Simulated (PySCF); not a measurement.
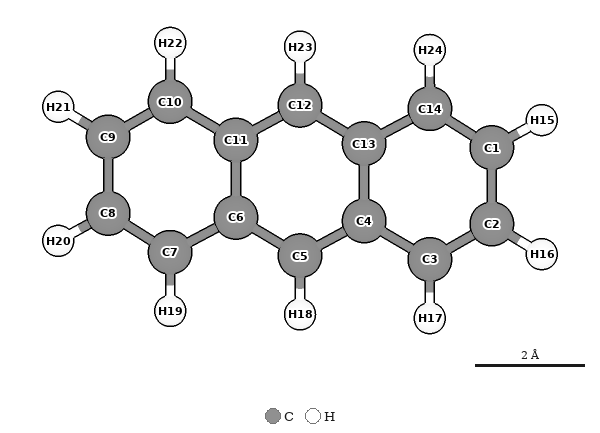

Figure 1. The structure as given in the input (ball-and-stick view, seen at a tilt; atoms are numbered from 1 in the order of the input). Bond lengths as drawn: C–C 1.37 to 1.44 Å and C–H 1.09 Å.

# Two runs on C14H10

System: C14H10.
Method of the first run: TDDFT CAM-B3LYP/def2-SVPD, vertical, gas phase, core orbitals frozen in the response (PySCF 2.14.0).

The geometry comes from this level: PBE0-D3(BJ)/def2-SVP. Text and figures count atoms from 1; the logs count them from 0 in places.

## Input, the first run
```
{"job": {"kind": "uv", "xc": "CAM-B3LYP", "basis": "def2-SVPD", "nstates": 12, "ntriplets": 4}, "charge": 0, "multiplicity": 1}
C      3.697903     0.290708    -0.322146
C      3.583190    -0.924846     0.409891
C      2.351941    -1.414664     0.752360
C      1.159243    -0.721173     0.385116
C     -0.112733    -1.196640     0.720554
C     -1.275088    -0.509369     0.355871
C     -2.578413    -0.985048     0.692691
C     -3.697996    -0.290552     0.322025
C     -3.583736     0.925055    -0.409965
C     -2.352003     1.414037    -0.751936
C     -1.158885     0.721080    -0.385064
C      0.113055     1.196640    -0.720566
C      1.275425     0.509337    -0.355873
C      2.578520     0.985399    -0.692952
H      4.688882     0.666852    -0.586926
H      4.487561    -1.466083     0.697659
H      2.261288    -2.347800     1.314474
H     -0.200755    -2.130516     1.282917
H     -2.664041    -1.918666     1.254782
H     -4.688871    -0.666913     0.586878
H     -4.488007     1.466463    -0.697788
H     -2.261197     2.347158    -1.313996
H      0.201025     2.130529    -1.282935
H      2.664061     1.919005    -1.255082
```

The first line tells a small driver script what to run in PySCF; the rest is the geometry in Å.

Hardware: 8 threads of Arm Neoverse V1, 24 GiB of memory available, shared host.

## Output (the first run)
```
coarse grid: 21408 points
cycle   1  E = -538.6895691624  dE =  3.078e+00  |g| = 3.386e-01  |ddm| = 5.800e+01
cycle   2  E = -538.7209826727  dE = -3.141e-02  |g| = 1.883e-01  |ddm| = 1.001e+01
cycle   3  E = -538.7302543910  dE = -9.272e-03  |g| = 5.081e-02  |ddm| = 2.444e+00
cycle   4  E = -538.7308539018  dE = -5.995e-04  |g| = 2.452e-02  |ddm| = 7.815e-01
cycle   5  E = -538.7310154262  dE = -1.615e-04  |g| = 3.558e-03  |ddm| = 1.904e-01
cycle   6  E = -538.7310203318  dE = -4.906e-06  |g| = 1.703e-03  |ddm| = 2.897e-02
final grid: 210632 points
cycle   7  E = -538.8473667983  dE = -5.574e-05  |g| = 4.251e-03  |ddm| = 7.558e-01
cycle   8  E = -538.8473675268  dE = -7.284e-07  |g| = 4.182e-03  |ddm| = 8.049e-02
cycle   9  E = -538.8473721775  dE = -4.651e-06  |g| = 6.533e-04  |ddm| = 3.823e-02
cycle  10  E = -538.8473722849  dE = -1.074e-07  |g| = 2.401e-04  |ddm| = 5.833e-03
cycle  11  E = -538.8473723033  dE = -1.842e-08  |g| = 9.049e-05  |ddm| = 2.491e-03
cycle  12  E = -538.8473723060  dE = -2.673e-09  |g| = 1.899e-05  |ddm| = 8.267e-04
cycle  13  E = -538.8473723064  dE = -3.979e-10  |g| = 5.378e-06  |ddm| = 2.500e-04
converged SCF energy = -538.8473723064

Static polarisability (au): isotropic 176.044, principal 82.306 164.173 281.652

Singlet excitations
state   eV       nm        f      main configurations
  1   3.5163    352.6   0.07504   H->L 0.97
  2   4.0248    308.1   0.00047   H-1->L 0.50, H->L+1 0.47
  3   5.1562    240.5   0.00000   H-2->L 0.51, H->L+2 0.47
  4   5.3376    232.3   0.00001   H->L+2 0.49, H-2->L 0.46
  5   5.4029    229.5   2.14537   H->L+1 0.50, H-1->L 0.47
  6   5.7547    215.4   0.00037   H->L+6 0.94
  7   5.8292    212.7   0.00000   H-2->L+1 0.38, H-1->L+2 0.36, H-4->L 0.16
  8   5.9012    210.1   0.00000   H->L+3 0.89
  9   6.0946    203.4   0.13556   H-1->L+1 0.90
 10   6.1225    202.5   0.00164   H->L+4 0.95
 11   6.2441    198.6   0.00000   H->L+5 0.88
 12   6.4202    193.1   0.02178   H-3->L 0.90

Triplet excitations (Tamm-Dancoff, eV): 2.1438 3.5205 3.6881 3.8882
```

The second run used a changed input.

## The two runs side by side

```csv
quantity,the first run,the second run
outcome,converged,converged
total energy (hartree),−538.847372,−539.169818
HOMO (eV),−6.77,−5.58
LUMO (eV),−0.94,−2.04
dipole moment (D),0.00,0.00
lowest excitation (eV),3.52,3.19
SCF iterations,13,14
strongest computed line (eV),5.40,5.19
basis functions,360,360
wall time (shared host),3.4 min,2.5 min
```

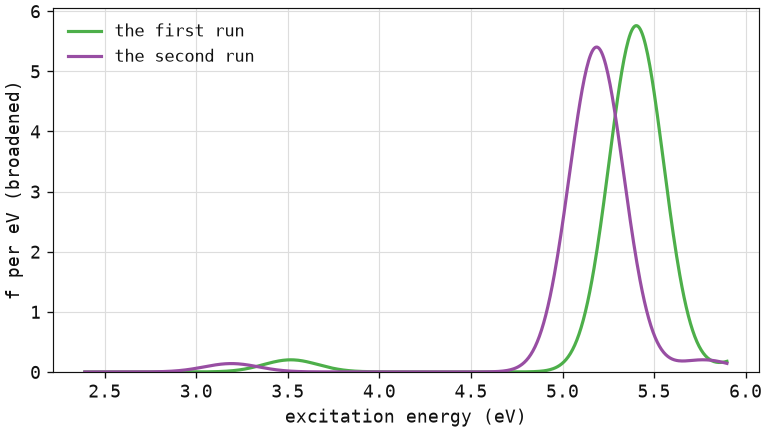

Figure 2. Absorption of the two runs from their computed states, each broadened by a Gaussian of 0.35 eV full width; the range ends where the shorter list of states ends.

Which change of the input explains these differences?

The change (lines with − go, lines with + come):
```diff
-"xc": "CAM-B3LYP"
+"xc": "B3LYP"
```

The total energies belong to different methods, so their difference says nothing on which is more stable or more accurate. The HOMO goes from −6.77 to −5.58 eV. The LUMO goes from −0.94 to −2.04 eV. The lowest excitation goes from 3.52 to 3.19 eV. The strongest computed line goes from 5.40 to 5.19 eV. The functional changes from CAM-B3LYP to B3LYP. The SCF takes 14 iterations against 13.

## Output (the second run)
```
coarse grid: 21408 points
cycle   1  E = -538.9949697203  dE =  2.394e+00  |g| = 4.519e-01  |ddm| = 6.179e+01
cycle   2  E = -538.9963382137  dE = -1.368e-03  |g| = 4.600e-01  |ddm| = 1.517e+01
cycle   3  E = -539.0572907279  dE = -6.095e-02  |g| = 5.247e-02  |ddm| = 5.496e+00
cycle   4  E = -539.0576421729  dE = -3.514e-04  |g| = 3.634e-02  |ddm| = 8.581e-01
cycle   5  E = -539.0579490419  dE = -3.069e-04  |g| = 8.106e-03  |ddm| = 2.569e-01
cycle   6  E = -539.0579621790  dE = -1.314e-05  |g| = 4.543e-03  |ddm| = 6.863e-02
cycle   7  E = -539.0579681298  dE = -5.951e-06  |g| = 1.548e-04  |ddm| = 2.416e-02
final grid: 210632 points
cycle   8  E = -539.1698082100  dE = -7.006e-05  |g| = 5.625e-03  |ddm| = 1.217e+00
cycle   9  E = -539.1698065675  dE =  1.642e-06  |g| = 6.184e-03  |ddm| = 1.394e-01
cycle  10  E = -539.1698175288  dE = -1.096e-05  |g| = 7.314e-04  |ddm| = 7.336e-02
cycle  11  E = -539.1698176471  dE = -1.183e-07  |g| = 2.328e-04  |ddm| = 6.431e-03
cycle  12  E = -539.1698176583  dE = -1.111e-08  |g| = 9.800e-05  |ddm| = 1.840e-03
cycle  13  E = -539.1698176606  dE = -2.318e-09  |g| = 3.793e-05  |ddm| = 7.977e-04
cycle  14  E = -539.1698176610  dE = -4.156e-10  |g| = 4.181e-06  |ddm| = 2.349e-04
converged SCF energy = -539.1698176610

Static polarisability (au): isotropic 179.825, principal 82.587 166.147 290.740

Singlet excitations
state   eV       nm        f      main configurations
  1   3.1914    388.5   0.05173   H->L 0.97
  2   3.8534    321.8   0.00034   H-1->L 0.51, H->L+1 0.49
  3   4.5064    275.1   0.00000   H-2->L 0.57, H->L+2 0.43
  4   4.8433    256.0   0.00000   H->L+2 0.55, H-2->L 0.41
  5   5.1861    239.1   2.01275   H->L+1 0.50, H-1->L 0.48
  6   5.2049    238.2   0.00002   H->L+3 0.81, H-3->L 0.19
  7   5.4759    226.4   0.00000   H->L+4 0.98
  8   5.5179    224.7   0.00000   H-2->L+1 0.46, H-1->L+2 0.31, H-4->L 0.17
  9   5.6637    218.9   0.00108   H->L+6 0.99
 10   5.7131    217.0   0.00000   H->L+5 0.98
 11   5.7760    214.7   0.07357   H-1->L+1 0.82, H-2->L+2 0.09
 12   5.8978    210.2   0.00000   H-4->L 0.60, H-1->L+2 0.33

Triplet excitations (Tamm-Dancoff, eV): 2.0707 3.4835 3.5232 3.7068
```
